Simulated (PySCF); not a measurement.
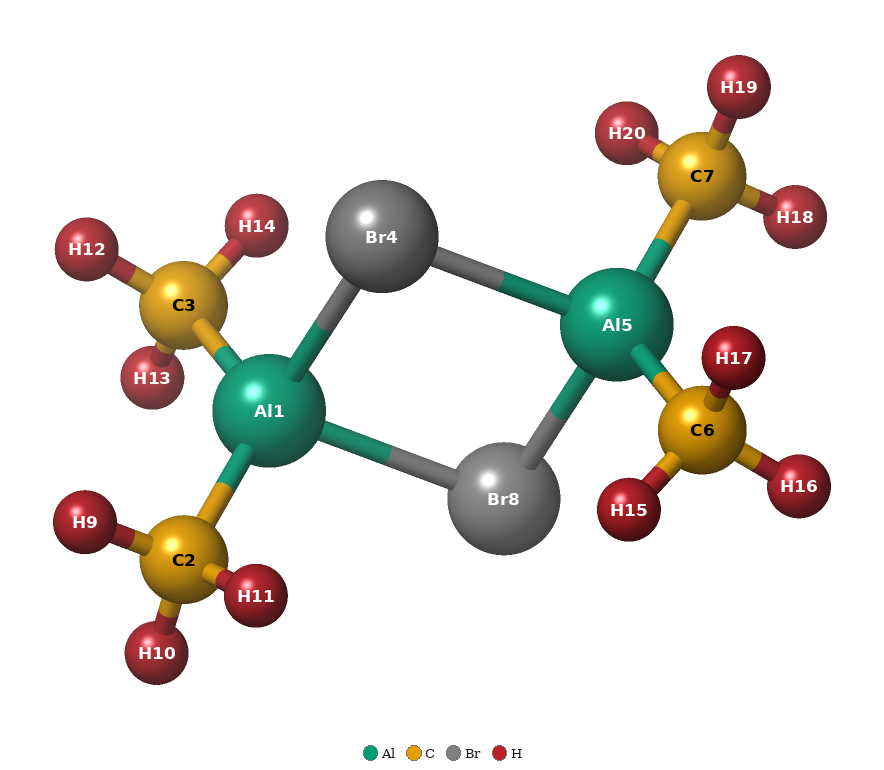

Computed geometry: PBE0-D3(BJ)/def2-SVP optimisation. No frequency run is at hand to confirm it as a minimum. Level of theory: delta-SCF UKS SCAN, pcX-2 on the ionised atom (unc-x2c-TZVPall on a metal), pcseg-1 elsewhere, spin-free X2C (PySCF 2.14.0).

Give the core-electron binding energies (to vacuum; p and d levels without spin–orbit splitting) of Al1 1s, Al1 2p, C2 1s.

```
atom  level  binding energy (eV)
 Al1     1s               1566.7
 Al1     2p                 80.5
  C2     1s                289.6
```
